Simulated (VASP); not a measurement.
Band structure of Pd (fcc). Method: r2SCAN+rVV10, VASP's PBE PAW potentials (set 64) (plane waves; VASP).

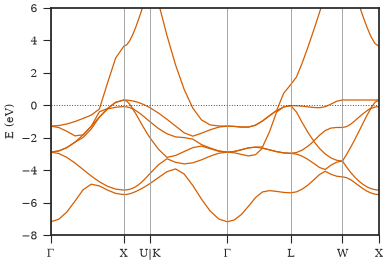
Figure: Bands along high-symmetry lines, zero at the valence-band maximum or, without a gap, the Fermi level

Task: Read the plot: is there a gap, and where are the band edges?

Result: It has no gap at this level: it comes out as a metal or semimetal.

The compound is Pd in the fcc structure. It was relaxed first.
